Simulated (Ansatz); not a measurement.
Profile along the Sc–Ir line in ScIr (CsCl type)

ScIr (CsCl type)

```
CELL_PARAMETERS angstrom
      3.16207     0.00000     0.00000
      0.00000     3.16207     0.00000
      0.00000     0.00000     3.16207
ATOMIC_POSITIONS crystal
  Sc 0.50000 0.50000 0.50000
  Ir 0.00000 0.00000 0.00000
```

Fields along a shortest Sc–Ir line of a {110} plane (2.74 Å), from Sc to Ir, interpolated on the slice's grid (step about 0.1 Å). These are LDA (plane waves to 420 eV, PAW, scalar-relativistic; Ansatz, a quantum-chemistry and plane-wave program) values and carry that method's errors. k mesh 15×15×15. Inside the PAW spheres the values are not all-electron values, and peaks at nuclei hang on which shells count as valence. ScIr is run without spin polarisation. ScIr was relaxed with its symmetry unable to fall. Spin-orbit coupling is left out, though Ir is heavy.

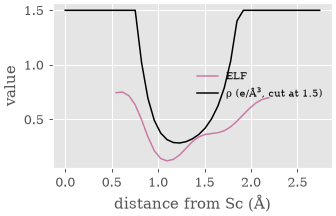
Figure. ELF (away from the nuclei) and valence density from Sc to Ir.

Density on the Sc–Ir line (2.74 Å) at its density minimum, 1.2 Å from Sc: 0.28 e/Å³. ELF at that point: 0.2.
